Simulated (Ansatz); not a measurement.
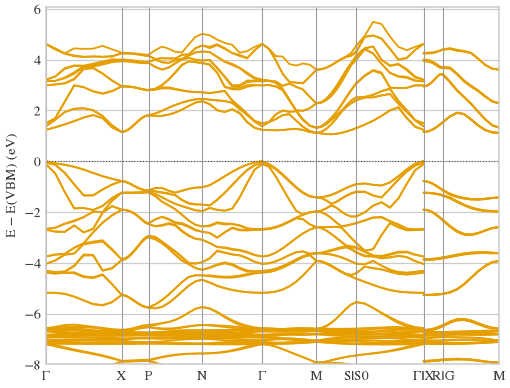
*Band structure from PBEsol with spin–orbit coupling in the plane-wave PAW code Ansatz*

Question: Read off the gap and where the band edges lie.

Answer: About 1.1 eV (1.06 eV by a search for the band edges); maximum at Γ, minimum on the M–S line, 34 % of the way from M.

The material is ZnGeP$_{2}$ (chalcopyrite, I-42d).

The PBEsol relaxation kept the symmetry of its start.

Potentials: the later of the program's two PAW sets.
